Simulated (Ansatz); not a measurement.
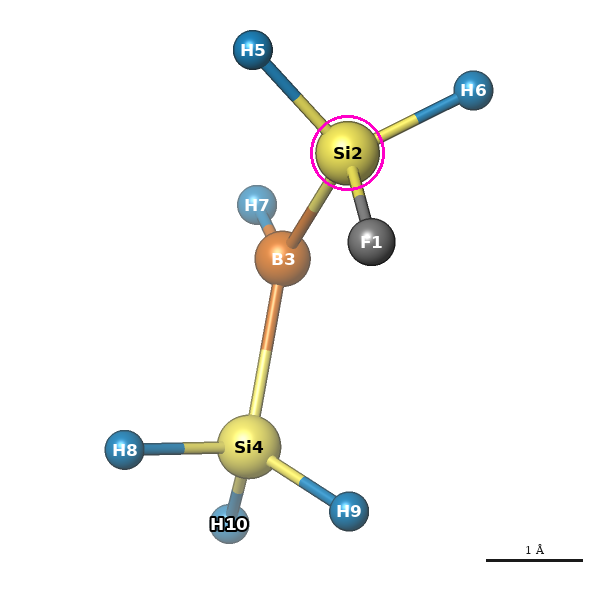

Orthographic view. Distant atoms are faded towards the background colour. The geometry was computed by an optimisation with PBE-D4/def2-SVP. No frequency run is at hand to confirm it as a minimum.

### Which atoms are bonded to the circled atom?

The circled atom is Si2; it is bonded to F1, B3, H5, H6.

### Of Si2 and B3, which is nearer the viewer?

Si2; the bond to B3 points away from the viewer, so it looks shorter than its 2.00 Å.

### Which atom is nearest the viewer?

F1, 2.1 Å in front of the mean position.

### What is the shortest path along bonds from the circled atom to H8?

Si2–B3–Si4–H8, 3 bonds; through space the two are 3.90 Å apart.
